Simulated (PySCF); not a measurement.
**WOF4: singlet, from a trigonal bipyramidal (ligand arrangement 1) start**

Aim: relax WOF4 as a singlet from a trigonal bipyramidal (ligand arrangement 1) start, check by its vibrations whether the end is a minimum, and collect its spectrum and constants.

The runs use PySCF 2.14.0; PBE, basis W def2-TZVP with ECP60, O def2-TZVP, F def2-TZVP, scalar-relativistic core potentials, no spin–orbit coupling, density fitting.

## Step 1: Where the work starts

6 atoms, charge 0, spin multiplicity 1.

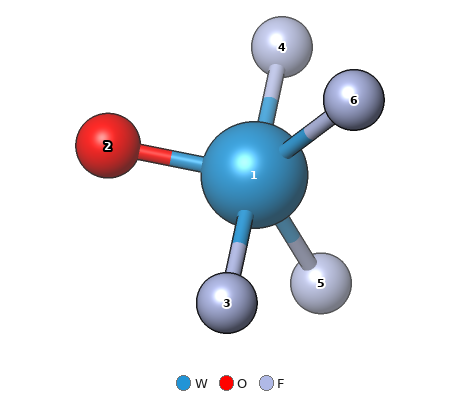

The starting geometry (tungsten blue, oxygen red, fluorine light blue); atoms are numbered from 1 in the order of the file.

```xyz
6
charge 0 multiplicity 1
W     0.0000   -0.0358    0.0000
O     0.0000   -1.8058    0.0000
F     2.0100   -0.0358    0.0000
F    -2.0100   -0.0358    0.0000
F     0.0000    0.9692   -1.7407
F     0.0000    0.9692    1.7407
```

## Step 2: Finding the electronic state

The steps below are one call of a driver around PySCF. For each, scf.py gives the equivalent set-up of the SCF; relaxations use the driver's own optimiser. After this first run the driver tries any further starts and a stability analysis.

File scf.py:

```python
from pyscf import gto, scf, dft
mol = gto.M(atom='''
W      0.000000    -0.035790     0.000000
O      0.000000    -1.805820    -0.000010
F      2.010000    -0.035790     0.000000
F     -2.010000    -0.035790     0.000000
F     -0.000000     0.969210    -1.740710
F     -0.000000     0.969210     1.740700''',
    basis={'W': 'def2-TZVP', 'O': 'def2-TZVP', 'F': 'def2-TZVP'},
    ecp={'W': 'def2-TZVP'},
    charge=0, spin=0)
mf = dft.RKS(mol, xc='PBE')
mf.grids.atom_grid = (50, 194)
aux = {'W': 'def2-universal-JKFIT', 'O': 'def2-universal-JKFIT', 'F': 'def2-universal-JKFIT'}
mf = mf.density_fit(auxbasis=aux)
mf.conv_tol = 1e-08
mf.diis_space = 10
mf.max_cycle = 60
mf.init_guess = 'minao'
mf.verbose = 4
mf.kernel()
```

Command:

```sh
$ OMP_NUM_THREADS=4 python axn.py task.json out
```

The runs that follow: Relaxing the singlet from the trigonal bipyramidal (ligand arrangement 1) start; Hessian and properties.

Before running it: what results should come out? Wanted: minimum; geometry; wavenumbers; dipole moment; highest occupied, lowest empty level; polar-tensor charge of W1; zero-point energy; atomisation energy.

**Answer**, as computed:

| quantity | value |
| --- | --- |
| minimum | singlet, C4v |
| geometry | W–F 1.869 Å (×4), W–O 1.695 Å; F–W–F 86.2° (×4), F–W–F 150.1° (×2), F–W–O 104.9° (×4) |
| wavenumbers (cm⁻¹) | 98 (b1), 229 (e), 235 (a1), 288 (e), 324 (b2), 622 (b1), 674 (e), 699 (a1), 1035 (a1) |
| dipole moment | 0.48 D |
| highest occupied, lowest empty level | -9.84, -4.97 eV |
| polar-tensor charge of W1 | +2.99 e |
| zero-point energy | 32.3 kJ/mol |
| entropy at 298.15 K | 344.4 J/(mol K) |
| atomisation energy (no zero-point energy) | 3051 kJ/mol |

From C2v at the start the molecule goes to a C4v minimum. In the infrared the band at 674 cm⁻¹ (e, stretch) leads. Other starts or spin states, not run here, may lie lower. With an element this heavy the missing spin–orbit coupling can shift these numbers.
